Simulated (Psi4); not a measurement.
# [B2H5]− (SMILES B[BH3-]): BHLYP/def2-SVPD

Aim: the energy change on altering one bond length of [B2H5]− at BHLYP/def2-SVPD, from 2 runs. The job is set up through a Python script.

The calculation is run with Psi4 1.11.

### Step 1. The molecule

[B2H5]− has 7 atoms, charge -1, and is taken as a singlet. As SMILES, `B[BH3-]`. Geometry: relaxed at GFN2-xTB.

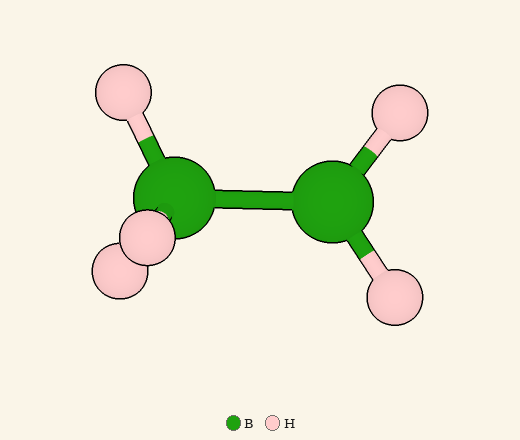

Viewed from a chosen angle; boron green, hydrogen pink.

### Step 2. Energy and gradient at BHLYP/def2-SVPD

job.py reads:

```python
import psi4

psi4.set_memory('1600 MB')
psi4.set_num_threads(1)
psi4.core.set_output_file('run.log', False)

m = psi4.geometry("""
-1 1
B      0.39686138    -1.53748117     0.89639159
B     -0.22659706     1.15938477    -0.66023251
H      2.38511783    -2.13221578     1.83112572
H     -1.14577874    -3.17139507     1.24245713
H     -1.00444613     0.70216554    -2.82525394
H     -1.96947257     2.32455211     0.39204258
H      1.56433418     2.65498962    -0.87653057
units au
symmetry c1
""")

psi4.set_options({
    'basis': 'def2-SVPD',
    'reference': 'rks',
    'puream': True,
    'e_convergence': 1e-09,
    'd_convergence': 1e-08,
    'scf_type': 'pk',
    'dft_radial_points': 99,
    'dft_spherical_points': 590,
})

E = psi4.gradient("bhhlyp")
print('gradient / Eh bohr^-1')
print(E.np.round(6))
for k, v in sorted(psi4.core.scalar_variables().items()):
    print(f'{k:45s} {v:18.10f}')
```

The run is started by

```
$ python job.py
```

run.log, shortened:

```text
[...]
  Running in c1 symmetry.
[...]
  Nuclear repulsion =   26.045679671815392
[...]
  Multiplicity = 1
[...]
  Nalpha       = 8
  Nbeta        = 8
[...]
    Number of basis functions: 80
[...]
   @RKS iter   1:   -52.39943274570832   -6.36312e-01   6.28944e-03 ADIIS/DIIS
[...]
   @RKS iter  10:   -52.60274955314335   -3.24718e-12   4.20828e-09 DIIS
[...]
    Orbital Energies [Eh]
    ---------------------
    Doubly Occupied:
       1A     -6.869363     2A     -6.781005     3A     -0.390632
       4A     -0.308062     5A     -0.202418     6A     -0.132798
       7A     -0.113211     8A     -0.100681
[...]
  @RKS Final Energy:   -52.60274955314335
   => Energetics <=
    Nuclear Repulsion Energy =             26.0456796718153925
    One-Electron Energy =                -123.7183805691146432
    Two-Electron Energy =                  50.3307687148602199
    DFT Exchange-Correlation Energy =      -5.2608173707043235
    Empirical Dispersion Energy =           0.0000000000000000
    VV10 Nonlocal Energy =                  0.0000000000000000
    Total Energy =                        -52.6027495531433544
[...]
 Multipole Moments:
 ------------------------------------------------------------------------------------
     Multipole            Electronic (a.u.)      Nuclear  (a.u.)        Total (a.u.)
 ------------------------------------------------------------------------------------
 L = 1.  Multiply by 2.5417464519 to convert [e a0] to [Debye]
 Dipole X            :          0.4390148           -0.2629686            0.1760462
 Dipole Y            :         -1.4281576            0.5839781           -0.8441795
 Dipole Z            :          0.8451155           -0.3647528            0.4803626
 Magnitude           :                                                    0.9871067
[...]
  -Total Gradient:
     Atom            X                  Y                   Z
    ------   -----------------  -----------------  -----------------
       1        0.001295980220    -0.005042931289     0.002446951632
       2       -0.002886554806    -0.009291642690     0.004256571343
       3       -0.008027848310     0.001689962161    -0.003283883000
       4        0.007274881537     0.006074544240    -0.000644951043
       5        0.001738520920     0.003290074964     0.000235888581
       6        0.002314415823     0.002329667093    -0.001962136430
       7       -0.001709303119     0.000950465693    -0.001048517158
[...]
```

On the terminal:

```text
Memory set to   1.490 GiB by Python driver.
  Threads set to 1 by Python driver.
gradient / Eh bohr^-1
[[ 0.001296 -0.005043  0.002447]
 [-0.002887 -0.009292  0.004257]
 [-0.008028  0.00169  -0.003284]
 [ 0.007275  0.006075 -0.000645]
 [ 0.001739  0.00329   0.000236]
 [ 0.002314  0.00233  -0.001962]
 [-0.001709  0.00095  -0.001049]]
CURRENT ENERGY                                    -52.6027495531
CURRENT REFERENCE ENERGY                          -52.6027495531
DD SOLVATION ENERGY                                 0.0000000000
DFT FUNCTIONAL TOTAL ENERGY                       -52.6027495531
DFT TOTAL ENERGY                                  -52.6027495531
DFT VV10 ENERGY                                     0.0000000000
DFT XC ENERGY                                      -5.2608173707
GRID ELECTRONS ALPHA                                8.0000000193
GRID ELECTRONS BETA                                 8.0000000193
GRID ELECTRONS TOTAL                               16.0000000385
NUCLEAR REPULSION ENERGY                           26.0456796718
ONE-ELECTRON ENERGY                              -123.7183805691
PCM POLARIZATION ENERGY                             0.0000000000
PE ENERGY                                           0.0000000000
SCF ITERATION ENERGY                              -52.6027495531
SCF ITERATIONS                                     10.0000000000
SCF TOTAL ENERGY                                  -52.6027495531
TWO-ELECTRON ENERGY                                50.3307687149
XC GRID RADIAL POINTS                              99.0000000000
XC GRID SPHERICAL POINTS                          590.0000000000
XC GRID TOTAL POINTS                           392513.0000000000
```

It took 22 s on 1 thread of Intel Xeon Platinum 8375C at 2.90GHz (Ice Lake), shared host; peak memory 0.75 GiB.

### Step 3. The distorted shape, same level

b2h5.xyz reads:

```xyz
7
B2H5
B     -0.263826    -1.209300     0.531577
B     -0.593746     0.217820    -0.292153
H      0.788314    -1.524020     1.026217
H     -1.080156    -2.073930     0.714707
H     -1.005366    -0.024130    -1.437833
H     -1.516036     0.834400     0.264687
H      0.827810     1.404960    -0.463840
```

b2h5.py reads:

```python
import psi4

psi4.set_memory(1600000000)
psi4.set_num_threads(1)
psi4.core.set_output_file('output.dat', False)

with open('b2h5.xyz') as f:
    atoms = ''.join(f.readlines()[2:])
m = psi4.geometry('-1 1\n' + atoms + 'symmetry c1\nno_reorient\nno_com')

options = {'basis': 'def2-SVPD', 'puream': True, 'e_convergence': 1e-09, 'd_convergence': 1e-08, 'scf_type': 'pk', 'dft_radial_points': 99, 'dft_spherical_points': 590}
psi4.set_options(options)

E, wfn = psi4.gradient('bhhlyp', molecule=m, return_wfn=True)
psi4.oeprop(wfn, 'MULLIKEN_CHARGES', 'QUADRUPOLE', 'MAYER_INDICES', title='BHHLYP')
print('gradient / Eh bohr^-1')
print(E.np.round(6))
print(f'energy = {wfn.energy():.10f} Eh')
for k, v in sorted(psi4.core.scalar_variables().items()):
    print(f'{k:45s} {v:18.10f}')
```

The run is started by

```
$ python b2h5.py
```

output.dat, shortened:

```text
[...]
  Running in c1 symmetry.
[...]
  Nuclear repulsion =   25.002214102044626
[...]
  Multiplicity = 1
[...]
  Nalpha       = 8
  Nbeta        = 8
[...]
    Number of basis functions: 80
[...]
   @RKS iter   1:   -52.34674458820716   -7.17447e-01   6.09043e-03 DIIS/ADIIS
[...]
   @RKS iter  10:   -52.55337655253869   -3.65219e-12   3.42163e-09 DIIS
[...]
  @RKS Final Energy:   -52.55337655253869
   => Energetics <=
    Nuclear Repulsion Energy =             25.0022141020446256
    One-Electron Energy =                -121.2969423829981821
    Two-Electron Energy =                  48.9472100008140671
    DFT Exchange-Correlation Energy =      -5.2058582723991922
    Empirical Dispersion Energy =           0.0000000000000000
    VV10 Nonlocal Energy =                  0.0000000000000000
    Total Energy =                        -52.5533765525386869
[...]
  -Total Gradient:
     Atom            X                  Y                   Z
    ------   -----------------  -----------------  -----------------
       1       -0.009186867688    -0.008513480253     0.001014243083
       2       -0.017647644621    -0.023689132114     0.007040098761
       3       -0.005481265944     0.001152317245    -0.002203324685
       4        0.008386005591     0.002777731195     0.001351245161
       5       -0.006593757472    -0.002963871691    -0.002867195713
       6       -0.007630602865    -0.001095418854     0.000531367796
       7        0.038154115212     0.032331765862    -0.004866466071
[...]
 Multipole Moments:
 ------------------------------------------------------------------------------------
     Multipole            Electronic (a.u.)      Nuclear  (a.u.)        Total (a.u.)
 ------------------------------------------------------------------------------------
 L = 1.  Multiply by 2.5417464519 to convert [e a0] to [Debye]
 Dipole X            :         12.1187744          -11.8548076            0.2639668
 Dipole Y            :         11.3058218          -11.9810904           -0.6752686
 Dipole Z            :         -2.0347372            2.4586433            0.4239061
 Magnitude           :                                                    0.8398586
 L = 2.  Multiply by 1.3450342976 to convert [e a0^2] to [Debye ang]
 Quadrupole XX       :        -47.3095060           28.1873562          -19.1221498
 Quadrupole XY       :         -8.2430120            6.8195045           -1.4235075
[...]
```

Standard output:

```text
Memory set to   1.490 GiB by Python driver.
  Threads set to 1 by Python driver.
gradient / Eh bohr^-1
[[-0.009187 -0.008513  0.001014]
 [-0.017648 -0.023689  0.00704 ]
 [-0.005481  0.001152 -0.002203]
 [ 0.008386  0.002778  0.001351]
 [-0.006594 -0.002964 -0.002867]
 [-0.007631 -0.001095  0.000531]
 [ 0.038154  0.032332 -0.004866]]
energy = -52.5533765525 Eh
CURRENT ENERGY                                    -52.5533765525
CURRENT REFERENCE ENERGY                          -52.5533765525
DD SOLVATION ENERGY                                 0.0000000000
DFT FUNCTIONAL TOTAL ENERGY                       -52.5533765525
DFT TOTAL ENERGY                                  -52.5533765525
DFT VV10 ENERGY                                     0.0000000000
DFT XC ENERGY                                      -5.2058582724
GRID ELECTRONS ALPHA                                7.9999999480
GRID ELECTRONS BETA                                 7.9999999480
GRID ELECTRONS TOTAL                               15.9999998960
NUCLEAR REPULSION ENERGY                           25.0022141020
ONE-ELECTRON ENERGY                              -121.2969423830
PCM POLARIZATION ENERGY                             0.0000000000
PE ENERGY                                           0.0000000000
SCF ITERATION ENERGY                              -52.5533765525
SCF ITERATIONS                                     10.0000000000
SCF TOTAL ENERGY                                  -52.5533765525
TWO-ELECTRON ENERGY                                48.9472100008
XC GRID RADIAL POINTS                              99.0000000000
XC GRID SPHERICAL POINTS                          590.0000000000
XC GRID TOTAL POINTS                           393380.0000000000
```

Wall time 20 s (1 thread of Intel Xeon Platinum 8375C at 2.90GHz (Ice Lake), shared host); peak memory 0.74 GiB.

### Step 4. Results

Level: BHLYP/def2-SVPD.

| quantity | value |
| --- | --- |
| first shape: total energy | -52.60275 Eh |
| first shape: HOMO energy | -2.74 eV |
| first shape: LUMO energy | 4.98 eV |
| first shape: HOMO–LUMO gap (to an unbound level, set by the basis) | 7.72 eV |
| first shape: largest force on an atom | 0.546 eV/Å |
| distorted shape: total energy | -52.55338 Eh |
| distorted shape: HOMO energy | -2.01 eV |
| distorted shape: LUMO energy | 4.58 eV |
| distorted shape: HOMO–LUMO gap (to an unbound level, set by the basis) | 6.59 eV |
| distorted shape: largest force on an atom | 2.584 eV/Å |
| energy change with the B2–H7 bond stretched from 1.240 to 1.860 Å | 1.344 eV |

What this shows: With the B2–H7 bond stretched from 1.240 to 1.860 Å the energy rises by 1.34 eV (31 kcal/mol). The first shape isn't relaxed at this level, so the change isn't measured from a minimum. The largest force (first shape) is 0.55 eV/Å: the shape isn't a stationary point for this species at this level.
